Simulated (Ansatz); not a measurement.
Band structure of Mg₆CdW (Amm2, 8 atoms in the cell).

```
Mg6CdW
1.0
    4.89763     0.00000     0.00000
    0.00000     3.09524     5.35161
    0.00000    -3.09524     5.35161
Mg Cd W
6 1 1
Cartesian
  2.44882  -1.53084   6.23677
  2.44882   1.53084   6.23677
  0.00000  -1.64091   4.41144
  0.00000   1.64091   4.41144
  0.00000   0.00000   7.24544
  0.00000   0.00000   1.78701
  2.44882   0.00000   3.57370
  2.44882   0.00000   8.91022
```

Method: PBEsol, PAW files made with PBE (plane waves; Ansatz, a quantum-chemistry and plane-wave program).

Settings: kpoints.mp_grid.grid = 4 3 3; hamiltonian.xc = pbesol; hamiltonian.pseudopotentials = {kind: paw} (the program's default PAW files); scf.occupations.method = gaussian; scf.occupations.width = 0.05 eV; kpoints.band_path.npoints = 8.

The starting cell comes from a database of computed structures (which also holds hypothetical and non-ambient phases and stackings), without a prior relaxation at this level. Spin-orbit coupling is off. Spin polarisation is off.

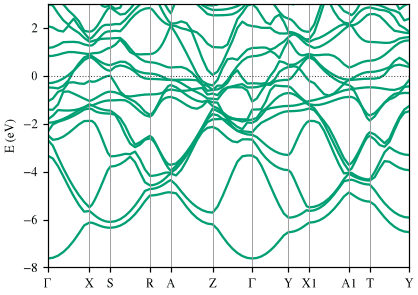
Figure: Bands along the path, energies from the Fermi level.

Levels in eV from the Fermi level, bands 44 to 51:
```tsv
point	44	45	46	47	48	49	50	51
Γ	-1.83	-1.42	-1.08	-0.49	-0.32	0.81	1.15	2.06
X	-1.19	-1.06	-0.22	0.77	0.85	0.90	1.25	1.41
S	-1.03	-0.67	0.00	0.20	0.44	1.16	1.55	1.85
R	-1.71	-1.63	-0.78	-0.14	0.08	0.56	0.90	2.82
A	-0.89	-0.58	-0.39	-0.18	-0.17	0.34	2.09	2.10
Z	-1.27	-1.11	-0.96	-0.75	-0.60	-0.59	-0.41	0.03
Y	-0.72	-0.45	-0.18	0.36	0.45	1.47	1.61	1.77
X1	-1.19	-1.06	-0.22	0.77	0.85	0.90	1.25	1.41
A1	-0.89	-0.58	-0.39	-0.18	-0.17	0.34	2.09	2.10
T	-1.87	-1.66	-0.49	-0.13	0.15	0.62	1.41	2.57
```

Bands cross the Fermi level along this path, so the cell is metallic at this level.

Keys are those of Ansatz 0.2.
